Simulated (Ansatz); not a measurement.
RuSi (FeSi type, space group P2_13)

```cif
data_Ru4Si4
_chemical_formula_sum 'Ru4 Si4'
_space_group_name_H-M_alt 'P213'
_space_group_IT_number 198
_space_group_name_Hall 'P 2ac 2ab 3'
_cell_length_a 4.73591
_cell_length_b 4.73591
_cell_length_c 4.73591
_cell_angle_alpha 90.000
_cell_angle_beta 90.000
_cell_angle_gamma 90.000
loop_
_atom_site_label
_atom_site_type_symbol
_atom_site_symmetry_multiplicity
_atom_site_Wyckoff_symbol
_atom_site_fract_x
_atom_site_fract_y
_atom_site_fract_z
_atom_site_occupancy
Ru1 Ru 4 a 0.12921 0.12921 0.12921 1
Si1 Si 4 a 0.83761 0.83761 0.83761 1
```

The volume is varied about the relaxed value V₀ at fixed cell shape. The atoms relax within the cell's symmetry.

The numbers are results of PBE (plane waves to 420 eV, PAW, scalar-relativistic; Ansatz, a quantum-chemistry and plane-wave program), not measurements. k mesh 10×10×10 (Γ-centred), Fermi-Dirac smearing 0.05 eV. Energies are smeared free energies. Compression counts positive. RuSi is run without spin polarisation. RuSi was relaxed with its symmetry unable to fall. ΔE is measured from the relaxed starting cell.

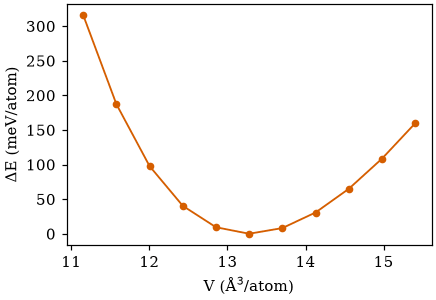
*ΔE (meV/atom) against V (Å³/atom); computed points joined by lines.*

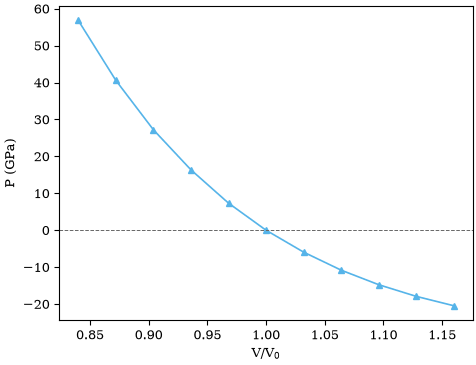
*P (GPa) against V/V₀; markers are the computed points, lines only join them.*

The pressure derivative B₀′ (fit) is 5.3. The equilibrium volume of the fit comes out as 13.28 Å³/atom. The energy cost of the largest compression comes out as 316 meV/atom and the pressure for 5 % compression (fit) comes out as 12.1 GPa. The energy cost of the largest expansion comes out as 159 meV/atom.

P = (3B₀/2)(x⁷ − x⁵)[1 + ¾(B₀′ − 4)(x² − 1)] with x = (1/0.95)^(1/3), B₀ = 206 GPa and B₀′ = 5.32.

(Under strain, the slope of the energy per volume gives the stress and its curvature an elastic modulus.)
